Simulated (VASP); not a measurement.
Band structure of Pt₃Ti (L1_2). These are TPSS meta-GGA, VASP's PBE PAW potentials (set 64) (plane waves; VASP) values and carry that method's errors.

Unless said otherwise, spin-orbit coupling is left out, though it shifts the bands of the heavy elements here.

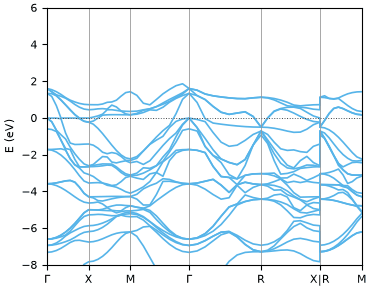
Figure: Bands along high-symmetry lines, zero at the valence-band maximum or, without a gap, the Fermi level

### Question
Read the plot: is there a gap, and where are the band edges?

### Answer
It has no gap at this level: it comes out as a metal or semimetal.

The compound is Pt3Ti in the L1_2 structure. It was relaxed first.
